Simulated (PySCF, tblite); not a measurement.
# C4H12BSi radical: geometry, infrared bands and EPR parameters

Wanted: the infrared bands and EPR parameters of C4H12BSi radical (`BC[SiH2]CC[CH2]`), by calculation.

Computed with tblite 0.8.0 and PySCF 2.14.0, with density-fitted response routines of our own, on a single molecule in the gas phase. Atoms are numbered from 0 throughout.

## (1) The starting structure

18 atoms, charge 0, multiplicity 2; geometry from: force field or distance geometry start.

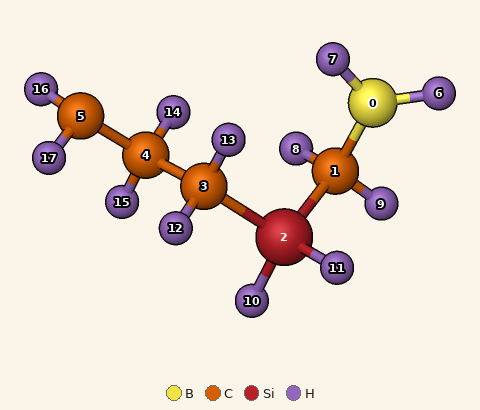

The starting geometry (boron yellow, carbon orange, silicon red, hydrogen purple), atoms numbered.

## (2) Optimising the geometry with GFN2-xTB

The job: settings as JSON, then the geometry in Å.

```
{"job": {"kind": "relax", "xc": "GFN2-xTB", "basis": "xTB"}, "charge": 0, "multiplicity": 2}
B      2.569600     0.614600    -0.157800
C      1.731100    -0.431800    -1.020100
Si     0.583100    -1.403300     0.099100
C     -0.663800    -0.261400     0.932900
C     -1.520700     0.474700    -0.074000
C     -2.540000     1.366300     0.618300
H      3.740300     0.555400    -0.117800
H      2.009200     1.497100     0.412400
H      1.159500     0.090200    -1.791100
H      2.433300    -1.145100    -1.493800
H     -0.156800    -2.387100    -0.718600
H      1.351400    -2.112900     1.120800
H     -1.314600    -0.892100     1.604300
H     -0.105600     0.455400     1.572600
H     -0.875000     1.124500    -0.716500
H     -2.061000    -0.247600    -0.717600
H     -3.101400     1.961900    -0.124700
H     -3.247500     0.747400     1.213600
```

Started as:

```
$ OMP_NUM_THREADS=1 python probes_run.py task.json out
```

One launch serves the whole session: the jobs run in the order shown.

What it wrote:

```text
step      E/eV     max force
  0    -476.66453    2.615
  1    -476.85920    1.617
  2    -476.95556    0.599
  3    -476.99029    0.486
  4    -477.02324    0.537
  5    -477.04069    0.602
  6    -477.06093    0.485
  7    -477.07571    0.329
  8    -477.08781    0.244
  9    -477.09607    0.186
 10    -477.10211    0.196
 11    -477.10593    0.121
 12    -477.10858    0.110
 13    -477.11098    0.110
 14    -477.11339    0.131
 15    -477.11590    0.118
 16    -477.11871    0.158
 17    -477.12165    0.139
 18    -477.12424    0.123
 19    -477.12627    0.136
 20    -477.12813    0.124
 21    -477.13043    0.137
 22    -477.13340    0.131
 23    -477.13657    0.118
 24    -477.13942    0.121
 25    -477.14192    0.114
 26    -477.14404    0.117
 27    -477.14565    0.094
 28    -477.14673    0.076
 29    -477.14762    0.076
 30    -477.14870    0.107
 31    -477.15010    0.123
 32    -477.15158    0.100
 33    -477.15297    0.097
 34    -477.15404    0.096
 35    -477.15504    0.108
 36    -477.15578    0.079
 37    -477.15651    0.081
 38    -477.15721    0.079
 39    -477.15794    0.079
 40    -477.15846    0.059
 41    -477.15873    0.032
 42    -477.15888    0.035
 43    -477.15905    0.053
 44    -477.15922    0.049
 45    -477.15935    0.028
 46    -477.15945    0.024
 47    -477.15956    0.035
 48    -477.15971    0.047
 49    -477.15985    0.041
 50    -477.15996    0.024
 51    -477.16005    0.023
 52    -477.16015    0.032
 53    -477.16027    0.035
 54    -477.16037    0.030
 55    -477.16046    0.022
 56    -477.16055    0.030
 57    -477.16066    0.039
 58    -477.16078    0.035
 59    -477.16091    0.030
 60    -477.16108    0.037
 61    -477.16132    0.045
 62    -477.16162    0.050
 63    -477.16193    0.045
 64    -477.16222    0.036
 65    -477.16253    0.051
 66    -477.16299    0.092
 67    -477.16361    0.112
 68    -477.16427    0.087
 69    -477.16493    0.068
 70    -477.16423    0.300
 71    -477.16613    0.089
 72    -477.16687    0.077
 73    -477.17020    0.219
 74    -477.17097    0.054
 75    -477.17190    0.050
 76    -477.17237    0.273
 77    -477.17343    0.100
 78    -477.17449    0.055
 79    -477.17727    0.093
 80    -477.17802    0.228
 81    -477.17878    0.094
 82    -477.17934    0.059
 83    -477.17999    0.088
 84    -477.18055    0.074
 85    -477.18116    0.062
 86    -477.18164    0.045
 87    -477.18192    0.089
 88    -477.18230    0.046
 89    -477.18270    0.052
 90    -477.18334    0.058
 91    -477.18378    0.042
 92    -477.18425    0.036
 93    -477.18453    0.028
 94    -477.18458    0.099
 95    -477.18476    0.030
 96    -477.18486    0.024
 97    -477.18499    0.024
 98    -477.18514    0.026
 99    -477.18523    0.024
100    -477.18533    0.022
101    -477.18542    0.026
102    -477.18556    0.033
103    -477.18578    0.049
104    -477.18608    0.055
105    -477.18636    0.044
106    -477.18658    0.030
107    -477.18677    0.032
108    -477.18695    0.037
109    -477.18709    0.049
110    -477.18720    0.039
111    -477.18732    0.065
112    -477.18746    0.048
113    -477.18770    0.047
114    -477.18840    0.050
115    -477.18892    0.041
116    -477.18941    0.034
117    -477.18964    0.031
118    -477.18982    0.027
119    -477.18996    0.025
120    -477.19009    0.026
121    -477.19020    0.025
122    -477.19031    0.022
123    -477.19044    0.019
124    -477.19058    0.021
125    -477.19068    0.024
126    -477.19074    0.013
127    -477.19077    0.012
128    -477.19080    0.010
129    -477.19082    0.009
```

Run time: 0.71 s. Hardware: 1 thread of Arm Neoverse V2, shared host.

Along the way: (not every step is listed)

```tsv
step	energy from step 0 (eV)	largest force (eV/Å)
0	0.0000	2.6150
1	-0.1947	1.6172
2	-0.2910	0.5986
3	-0.3258	0.4861
4	-0.3587	0.5374
5	-0.3762	0.6018
6	-0.3964	0.4851
7	-0.4112	0.3295
8	-0.4233	0.2443
19	-0.4617	0.1358
30	-0.4842	0.1067
41	-0.4942	0.0316
52	-0.4956	0.0317
63	-0.4974	0.0450
74	-0.5064	0.0545
85	-0.5166	0.0625
96	-0.5203	0.0244
107	-0.5222	0.0320
118	-0.5253	0.0272
124	-0.5260	0.0206
125	-0.5261	0.0242
126	-0.5262	0.0129
127	-0.5262	0.0121
128	-0.5263	0.0104
129	-0.5263	0.0093
```

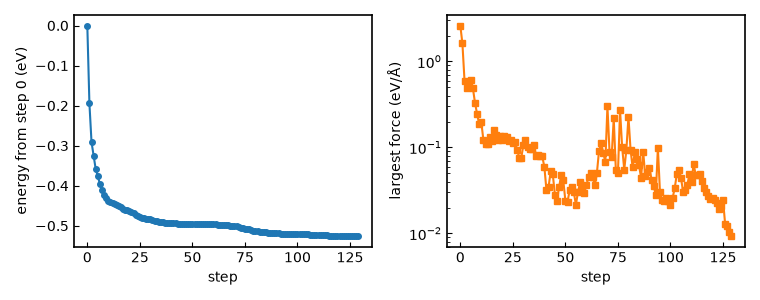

Energy and force, step by step.

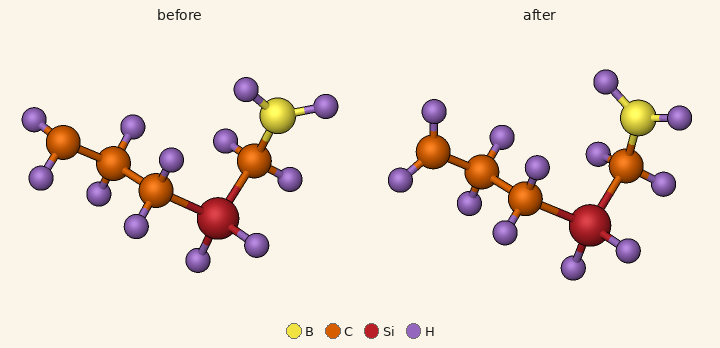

The geometry before (left) and after (right).

Distances of close pairs at the start and the end, largest changes first:

```tsv
bond	before (Å)	after (Å)	change (Å)
C4–C5	1.521	1.468	-0.053
B0–C1	1.594	1.546	-0.048
C1–Si2	1.875	1.921	+0.047
C5–H17	1.113	1.073	-0.039
C3–C4	1.513	1.552	+0.039
C3–H12	1.128	1.091	-0.037
C5–H16	1.105	1.073	-0.032
C4–H14	1.119	1.092	-0.027
```

The final coordinates are the input of the step that follows.

## (3) Vibrational analysis with GFN2-xTB

The job: settings as JSON, then the geometry in Å.

```
{"job": {"kind": "ir", "xc": "GFN2-xTB", "basis": "xTB"}, "charge": 0, "multiplicity": 2}
B      2.379627     0.739480    -0.231633
C      1.787605    -0.431809    -1.048385
Si     0.630713    -1.447322     0.101213
C     -0.686399    -0.324454     0.895091
C     -1.566779     0.408281    -0.152727
C     -2.555653     1.263091     0.514858
H      3.355249     0.586112     0.398181
H      1.840229     1.779418    -0.202270
H      1.182766    -0.118459    -1.898748
H      2.533998    -1.135239    -1.413870
H     -0.035373    -2.467527    -0.725509
H      1.399169    -2.113845     1.160755
H     -1.337620    -0.909594     1.546416
H     -0.204899     0.424342     1.526918
H     -0.910931     1.007058    -0.787506
H     -2.062144    -0.347557    -0.767198
H     -2.284887     2.248542     0.843288
H     -3.473431     0.845798     0.882845
```

What it wrote:

```text
mode    cm-1     km/mol
  1      50.0      0.55
  2      64.1      0.14
  3      99.0      0.40
  4     141.0      0.03
  5     149.7      0.04
  6     196.0      0.27
  7     229.0      2.53
  8     255.2      1.97
  9     316.1      3.40
 10     466.0     58.08
 11     535.8     51.45
 12     573.7      4.33
 13     656.9     33.80
 14     659.9    105.46
 15     686.1     20.57
 16     737.7     56.64
 17     770.6    119.67
 18     781.8    221.20
 19     819.5     27.71
 20     841.7    278.37
 21     884.4    124.67
 22     979.4     11.77
 23     991.1     16.36
 24    1023.1     30.70
 25    1078.0     41.05
 26    1085.3     91.64
 27    1133.3      1.17
 28    1192.2      6.51
 29    1209.8     15.65
 30    1218.6    123.85
 31    1269.9      0.19
 32    1296.2      0.74
 33    1405.0      2.61
 34    1471.7      0.46
 35    1477.3      1.37
 36    1479.4      0.22
 37    2187.7    370.44
 38    2218.2    276.48
 39    2618.9    117.40
 40    2645.3    158.07
 41    2952.4     21.93
 42    2966.0     17.11
 43    2972.7     74.92
 44    2982.1     17.72
 45    2984.6     60.54
 46    2995.4     30.90
 47    3125.3     24.44
 48    3164.3     42.14
```

Run time: 0.49 s. Hardware: 1 thread of Arm Neoverse V2, shared host.

The strongest bands and the atoms that carry them (share of the mass-weighted mode):

```tsv
cm⁻¹	km/mol	atoms
771	119.7	C3 30 %, Si2 28 %
782	221.2	H10 40 %, H11 38 %
842	278.4	H6 30 %, H7 30 %, B0 22 %
884	124.7	H9 24 %, H8 22 %, C1 18 %, H7 12 %
1219	123.8	H7 36 %, H6 35 %, B0 25 %
2188	370.4	H10 94 %
2218	276.5	H11 94 %
2645	158.1	H6 57 %, H7 32 %, B0 11 %
```

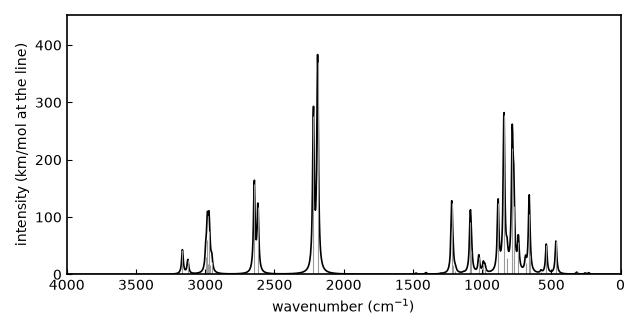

The infrared spectrum from these modes, unscaled. Lines are broadened to a width of 14 cm⁻¹ (Lorentzian).

## (4) g tensor and hyperfine couplings: B3LYP/pcH-1

The job, as its differences from that of step 3:

```diff
@@ -1,2 +1,2 @@
-{"job": {"kind": "ir", "xc": "GFN2-xTB", "basis": "xTB"}, "charge": 0, "multiplicity": 2}
+{"job": {"kind": "epr", "basis": "pcH-1"}, "charge": 0, "multiplicity": 2}
 B      2.379627     0.739480    -0.231633
```

Method: UKS B3LYP, pcH-1 on B C H Si, non-relativistic, mean-field spin-orbit, GIAO.

What it wrote:

```text
UKS, coarse grid
  cycle   1  E = -473.88711336  |g| = 3.72e-01
  cycle   2  E = -473.85759616  |g| = 4.37e-01
  cycle   3  E = -473.95690551  |g| = 3.95e-02
  cycle   4  E = -473.95764923  |g| = 1.75e-02
  cycle   5  E = -473.95780016  |g| = 5.35e-03
  cycle   6  E = -473.95781712  |g| = 1.56e-03
  cycle   7  E = -473.95781837  |g| = 8.68e-04
UKS, final grid
  cycle   1  E = -473.95777928  |g| = 1.13e-03
  cycle   2  E = -473.95777869  |g| = 1.57e-03
  cycle   3  E = -473.95777993  |g| = 7.27e-05
  cycle   4  E = -473.95777994  |g| = 3.39e-05
  cycle   5  E = -473.95777994  |g| = 1.06e-05
E = -473.95777994 Eh   <S^2> = 0.7536 (exact 0.7500)
g shifts (ppm)      1          2          3
  rmc          -143       -143       -143
  gc              4         35         18
  oz_so          43        520        674
  total         -95        413        550
hyperfine (MHz)  atom isotope    a_iso     a_fc   dipolar eigenvalues
    0   11B       0.19       0.19     -0.21     -0.18      0.40
    1   13C       0.29       0.29     -0.26     -0.24      0.50
    2  29Si     -14.39     -14.42     -5.64      2.75      2.89
    3   13C      91.86      91.88     -6.79     -6.77     13.55
    4   13C     -30.64     -30.65     -2.36     -0.05      2.41
    5   13C      97.86      97.97    -80.85    -80.12    160.97
    6    1H       0.01       0.01     -0.41     -0.37      0.78
    7    1H       0.00       0.00     -0.86     -0.75      1.62
    8    1H       0.09       0.09     -0.91     -0.61      1.51
    9    1H       1.56       1.56     -0.48     -0.35      0.83
   10    1H      -0.19      -0.19     -1.08     -0.58      1.66
   11    1H       5.39       5.39     -1.00     -0.44      1.44
   12    1H      -3.12      -3.12     -6.25     -2.37      8.62
   13    1H      -3.05      -3.05     -6.29     -2.35      8.64
   14    1H      30.66      30.66     -5.21     -4.38      9.58
   15    1H      32.16      32.16     -5.18     -4.37      9.55
   16    1H     -61.15     -61.16    -38.96     -0.30     39.26
   17    1H     -60.93     -60.94    -38.97     -0.30     39.27
```

Run time: 80 s. Hardware: 1 thread of Arm Neoverse V2, shared host; peak memory 1 GiB.

Principal g values 2.00222, 2.00273, 2.00287; g(iso) = 2.00261, against 2.00232 for a free electron.

Mean a(iso) over the nuclei that a row names, and the largest dipolar term of the row (other rows stand at the frozen geometry):

```tsv
nuclei	isotope	a(iso) (MHz)	a(iso) (G, at g = 2.0023)	largest dipolar term (MHz)
C5	13C	97.9	34.9	161.0
C3	13C	91.9	32.8	13.6
H16, H17	1H	-61.0	-21.8	39.3
H14, H15	1H	31.4	11.2	9.6
C4	13C	-30.6	-10.9	2.4
Si2	29Si	-14.4	-5.1	-5.6
H12, H13	1H	-3.1	-1.1	8.6
H10, H11	1H	2.6	0.9	1.7
H8, H9	1H	0.8	0.3	1.5
C1	13C	0.3	0.1	0.5
B0	11B	0.2	0.1	0.4
H6, H7	1H	0.0	0.0	1.6
```

Mulliken spin populations:

B0 0.00; C1 0.00; Si2 0.02; C3 0.05; C4 -0.09; C5 1.08; H6 0.00; H7 0.00; H8 0.00; H9 0.00; H10 0.00; H11 0.00; H12 0.00; H13 0.00; H14 0.01; H15 0.01; H16 -0.04; H17 -0.04

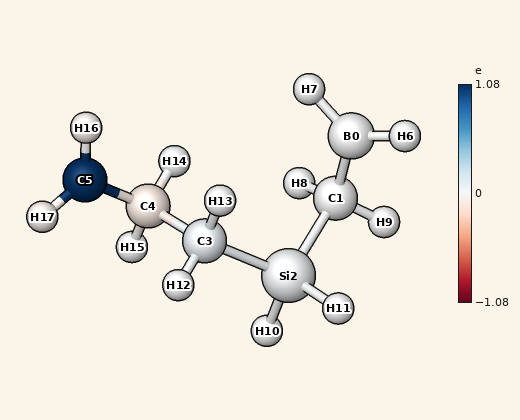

Mulliken spin populations, as colours on the atoms.

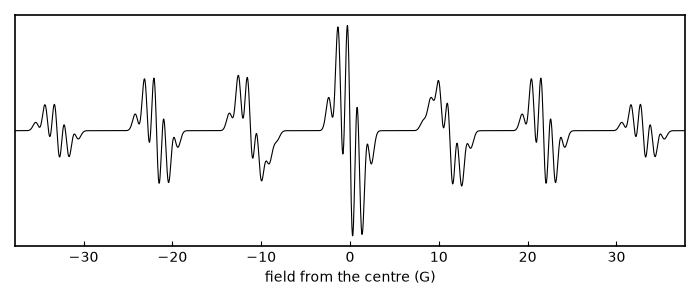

First-order isotropic spectrum (first derivative, main isotopes with spin only, couplings over 0.8 MHz, Gaussian width 0.3 G; couplings of the frozen geometry, rotation of groups not averaged beyond the rows shown).

Orbitals, density, ELF and potential are computed afterwards from the orbital file.

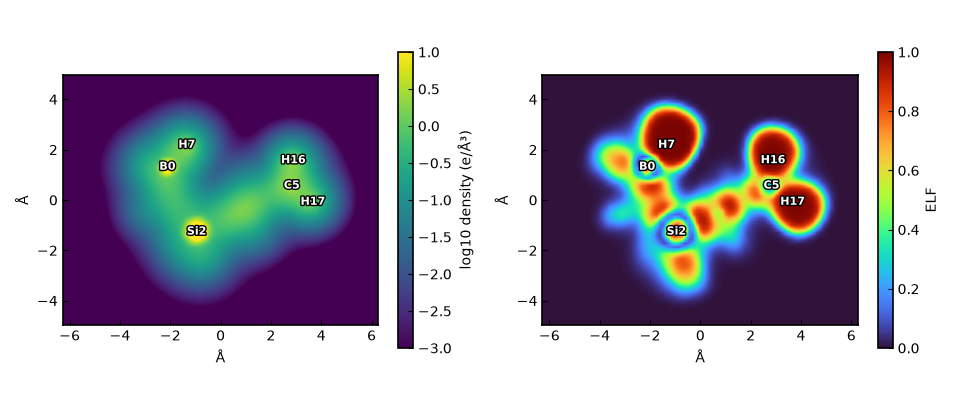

Density (left) and ELF (right) in a plane through or near 6 of the atoms.

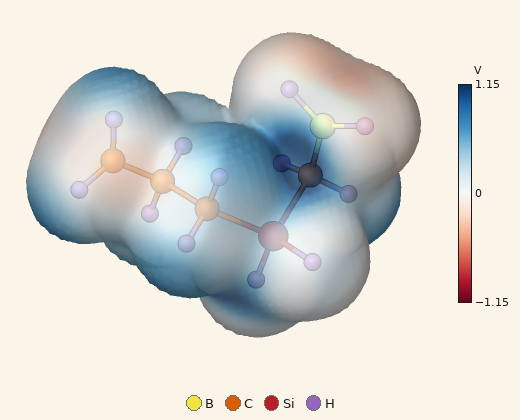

Electrostatic potential on the surface of density 0.002 e/bohr³; red is low, blue high. It runs from -0.45 V near C5 to 1.15 V near B0.

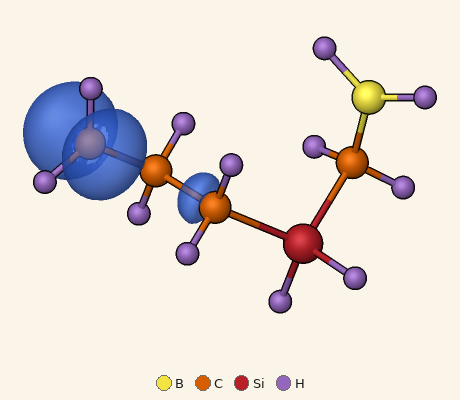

Spin density at ±0.05 e/Å³ (alpha excess blue, beta excess red).

## (5) Summary of results

| quantity | value |
| --- | --- |
| strongest single infrared mode (GFN2-xTB) | 2188 cm⁻¹, 370 km/mol |
| zero-point energy (GFN2-xTB) | 88.7 kcal/mol |
| g(iso) (B3LYP) | 2.00261 |
| ⟨S²⟩ | 0.754 (exact 0.75) |
| largest a(iso) (averaged by class) | 13C on C5, 97.9 MHz |
| potential on the surface of density 0.002 e/bohr³, 1st and 99th percentile | -0.45 V and 1.15 V |

In words: Over 129 steps the energy fell by 0.526 eV; of the close pairs, C4–C5 changed most, 1.521 to 1.468 Å. No mode is imaginary among the 48: a minimum at this level. The strongest single mode, at 2188 cm⁻¹, moves mainly H10. Unscaled tight-binding wavenumbers are off by several per cent, some by more. Its intensities can rank the bands wrongly. C5 carries the largest spin population, 1.08 e. The isotropic g lies 0.3 ppt above the free-electron value. These values are for one conformer; the search (at its own cheap level) found 2 more, at 0.45, 1.56 kcal/mol, and measured spectra average over such forms.
